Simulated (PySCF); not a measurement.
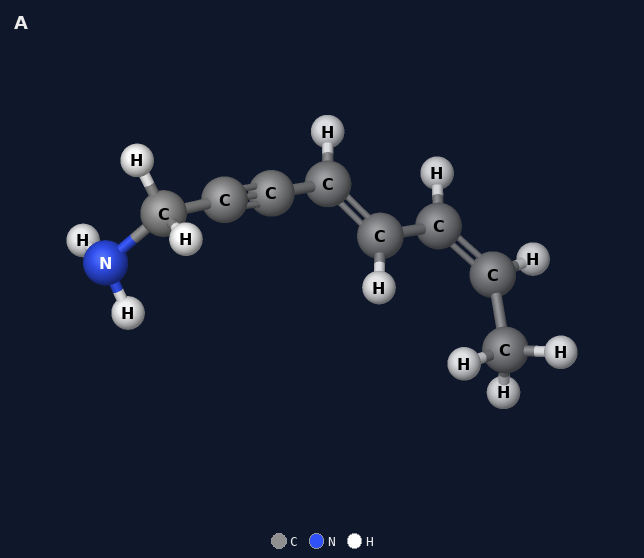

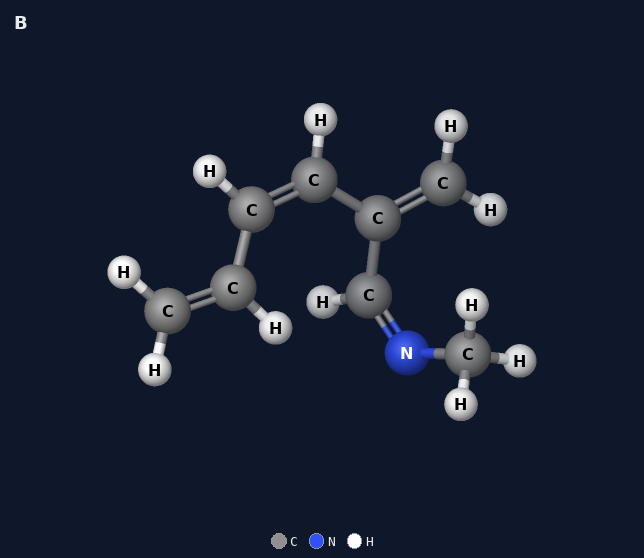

2 stationary structures of one formula. Geometries: GFN2-xTB. Electronic energies: PBE0/pcSseg-1 (PySCF 2.14.0), without zero-point energy. No frequency run is at hand to confirm each as a minimum. Each is one conformer, not always the lowest.

### Which is lowest in energy, and by how much?

B is lowest; A lies 0.241 eV above it. A is `C/C=C\C=C\C#CCN`, B is `C=C/C=C\C(=C)/C=N\C`.
